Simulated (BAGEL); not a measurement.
**CH5BO (BH2(OMe)) at HF/3-21G (density fitting with qzvpp-jkfit)**

Aim: the energy change on altering one bond length of CH5BO (BH2(OMe)) at HF/3-21G (density fitting with qzvpp-jkfit), from 2 runs. 

The results are computed with BAGEL 1.2.2.

2 further runs of the same task are left out: 1 that didn't finish, 1 set aside as unsound or not needed. Runs told in other sessions of the task aren't counted.

**1. The molecule**

The species is CH5BO (8 atoms), meant as a singlet with charge 0. As SMILES, `[H]B([H])OC`. The shape is that of a GFN2-xTB optimisation.

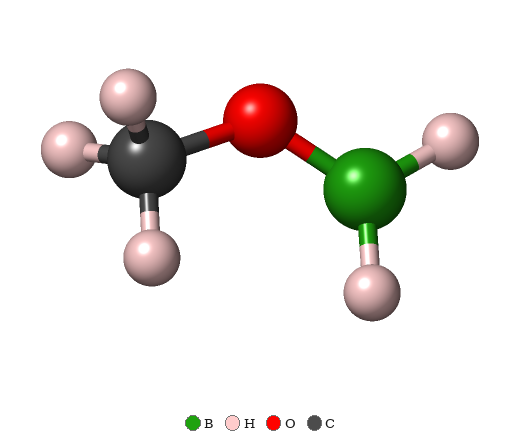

Viewed from a chosen angle; boron green, hydrogen pink, oxygen red, carbon dark grey.

**2. A single-point energy at HF/3-21G (density fitting with qzvpp-jkfit)**

File job.json:

```json
{ "bagel" : [

{
  "title" : "molecule",
  "basis" : "3-21g",
  "df_basis" : "qzvpp-jkfit",
  "angstrom" : true,
  "geometry" : [
    { "atom" : "B", "xyz" : [    0.435610,    1.006270,    0.790700 ] },
    { "atom" : "H", "xyz" : [    1.569280,    0.771350,    0.549830 ] },
    { "atom" : "H", "xyz" : [    0.117450,    1.877720,    1.507100 ] },
    { "atom" : "O", "xyz" : [   -0.559180,    0.310420,    0.270760 ] },
    { "atom" : "C", "xyz" : [   -0.408730,   -0.775400,   -0.606980 ] },
    { "atom" : "H", "xyz" : [   -1.004290,   -0.584470,   -1.502650 ] },
    { "atom" : "H", "xyz" : [   -0.786680,   -1.677140,   -0.118600 ] },
    { "atom" : "H", "xyz" : [    0.636530,   -0.928750,   -0.890170 ] }
  ]
},
{
  "title" : "hf"
},
{
  "title" : "print",
  "file" : "orbitals.molden",
  "orbitals" : true
}

]}
```

The run is started by

```bash
$ BAGEL_NUM_THREADS=1 BAGEL job.json > job.out
```

Output:

```text
* using 1 threads per process

  ===============================================================
  ===============================================================

  *** Geometry ***

  { "atom" : "B", "xyz" : [      0.823184,      1.901575,      1.494206 ] },
  { "atom" : "H", "xyz" : [      2.965509,      1.457640,      1.039028 ] },
  { "atom" : "H", "xyz" : [      0.221948,      3.548377,      2.848006 ] },
  { "atom" : "O", "xyz" : [     -1.056697,      0.586609,      0.511662 ] },
  { "atom" : "C", "xyz" : [     -0.772388,     -1.465294,     -1.147026 ] },
  { "atom" : "H", "xyz" : [     -1.897833,     -1.104488,     -2.839597 ] },
  { "atom" : "H", "xyz" : [     -1.486610,     -3.169335,     -0.224122 ] },
  { "atom" : "H", "xyz" : [      1.202867,     -1.755083,     -1.682178 ] },

  Number of auxiliary basis functions:      317

  Since a DF basis is specified, we compute 2- and 3-index integrals:
    o Being stored without compression. Storage requirement is 0.003 GB

  Number of basis functions:       37
  Number of electrons      :       24

    * METHOD: MOLECULE                             0.07

  *** RHF ***

  === Nuclear Repulsion ===
    70.9004861548

      * DIIS with orbital gradients will be used.

  === RHF iteration (3-21g) ===
      0       -139.49776009          0.02593893           0.01
      1       -139.54857667          0.01539250           0.01
      2       -139.56750286          0.00225452           0.01
      3       -139.56817626          0.00019578           0.01
      4       -139.56818534          0.00005695           0.01
      5       -139.56818601          0.00001592           0.01
      6       -139.56818609          0.00000494           0.01
      7       -139.56818610          0.00000097           0.01
      8       -139.56818610          0.00000028           0.01
      9       -139.56818610          0.00000015           0.01
     10       -139.56818610          0.00000003           0.01
     11       -139.56818610          0.00000001           0.01
    * SCF iteration converged.

    * Permanent dipole moment:
           (   -0.196740,     0.634532,     0.515378) a.u.

    * METHOD: HF                                   0.13

    * METHOD: PRINT                                0.00

  ===============================================================
```

Wall time 0.32 s (1 thread of Arm Neoverse V1, shared host).

**3. The distorted shape at the same level**

File hf.json:

```json
{ "bagel" : [

{
  "title" : "molecule",
  "basis" : "3-21g",
  "df_basis" : "qzvpp-jkfit",
  "angstrom" : true,
  "geometry" : [
    { "atom" : "B", "xyz" : [       0.413048,       1.169105,       0.922330 ] },
    { "atom" : "H", "xyz" : [       1.546718,       0.934185,       0.681460 ] },
    { "atom" : "H", "xyz" : [       0.094888,       2.040555,       1.638730 ] },
    { "atom" : "O", "xyz" : [      -0.581742,       0.473255,       0.402390 ] },
    { "atom" : "C", "xyz" : [      -0.408730,      -0.775400,      -0.606980 ] },
    { "atom" : "H", "xyz" : [      -1.004290,      -0.584470,      -1.502650 ] },
    { "atom" : "H", "xyz" : [      -0.786680,      -1.677140,      -0.118600 ] },
    { "atom" : "H", "xyz" : [       0.636530,      -0.928750,      -0.890170 ] }
  ]
},

{ "title" : "hf" },

{ "title" : "print", "file" : "orbitals.molden", "orbitals" : true }

]}
```

The run is started by

```bash
$ BAGEL_NUM_THREADS=1 BAGEL hf.json > hf.out
```

Output:

```text
* using 1 threads per process

  ===============================================================
  ===============================================================

  *** Geometry ***

  { "atom" : "B", "xyz" : [      0.780548,      2.209288,      1.742951 ] },
  { "atom" : "H", "xyz" : [      2.922873,      1.765354,      1.287773 ] },
  { "atom" : "H", "xyz" : [      0.179312,      3.856090,      3.096751 ] },
  { "atom" : "O", "xyz" : [     -1.099333,      0.894322,      0.760407 ] },
  { "atom" : "C", "xyz" : [     -0.772388,     -1.465294,     -1.147026 ] },
  { "atom" : "H", "xyz" : [     -1.897833,     -1.104488,     -2.839597 ] },
  { "atom" : "H", "xyz" : [     -1.486610,     -3.169335,     -0.224122 ] },
  { "atom" : "H", "xyz" : [      1.202867,     -1.755083,     -1.682178 ] },

  Number of auxiliary basis functions:      317

  Since a DF basis is specified, we compute 2- and 3-index integrals:
    o Being stored without compression. Storage requirement is 0.003 GB

  Number of basis functions:       37
  Number of electrons      :       24

    * METHOD: MOLECULE                             0.07

  *** RHF ***

  === Nuclear Repulsion ===
    67.2329814395

      * DIIS with orbital gradients will be used.

  === RHF iteration (3-21g) ===
      0       -139.47318142          0.02830568           0.01
      1       -139.52505464          0.01903446           0.01
      2       -139.55394400          0.00234206           0.01
      3       -139.55468779          0.00026976           0.01
      4       -139.55470102          0.00008272           0.01
      5       -139.55470249          0.00001987           0.01
      6       -139.55470260          0.00000531           0.01
      7       -139.55470261          0.00000109           0.01
      8       -139.55470261          0.00000028           0.01
      9       -139.55470261          0.00000012           0.01
     10       -139.55470261          0.00000004           0.01
     11       -139.55470261          0.00000001           0.01
     12       -139.55470261          0.00000000           0.01
    * SCF iteration converged.

    * Permanent dipole moment:
           (   -0.179034,     0.875817,     0.707830) a.u.

    * METHOD: HF                                   0.13

    * METHOD: PRINT                                0.00

  ===============================================================
```

Wall time 0.32 s (1 thread of Arm Neoverse V1, shared host).

**4. Outcome**

At HF/3-21G (density fitting with qzvpp-jkfit):

| quantity | value |
| --- | --- |
| first shape: total energy | -139.56819 Eh |
| first shape: dipole moment | 2.14 D |
| first shape: HOMO energy | -12.00 eV |
| first shape: LUMO energy | 4.13 eV |
| first shape: HOMO–LUMO gap | 16.13 eV |
| distorted shape: total energy | -139.55470 Eh |
| distorted shape: dipole moment | 2.90 D |
| distorted shape: HOMO energy | -11.50 eV |
| distorted shape: LUMO energy | 4.46 eV |
| distorted shape: HOMO–LUMO gap | 15.96 eV |
| energy change with the O4–C5 bond stretched from 1.404 to 1.615 Å | 0.367 eV |

**Reading.** With the O4–C5 bond stretched from 1.404 to 1.615 Å the energy rises by 0.37 eV (35.4 kJ/mol). The first shape isn't relaxed at this level, so the change isn't measured from a minimum.
